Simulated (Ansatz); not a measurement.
fcc Cu, treated with r²SCAN50 (Ansatz, an electronic-structure program, PAW).

Numerical settings: plane-wave cutoff 520 eV, 16×16×16 k mesh, Fermi–Dirac smearing 0.05 eV, no spin polarisation, scalar-relativistic PAW data made under PBE.

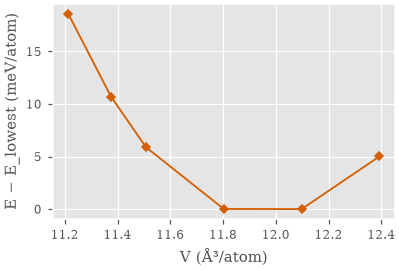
*Total energy against volume*

**Question.** From the curve, estimate the equilibrium volume and the bulk modulus.

**Answer.** V0 ≈ 11.9 Å³/atom and B0 ≈ 120 GPa; the fit gives V0 = 11.949 Å³/atom, B0 = 119 GPa, B′ = 5.2.

Measured, for comparison: bulk modulus 144 GPa (0 K value with the zero-point phonon effect removed, our sources range from 140 to 145; as tabulated in Mejia-Rodriguez and Trickey (2018), arXiv:1807.09216); equilibrium volume per atom 11.62 Å³/atom (low-temperature or extrapolated to 0 K; zero-point anharmonic expansion removed; as tabulated in Csonka et al. (2009), arXiv:0903.4037). Computed (rounded) less measured: bulk modulus -17 % (-15 % to -18 % over the range), equilibrium volume per atom +2.8 %.

Static lattice: no zero-point or thermal effects.
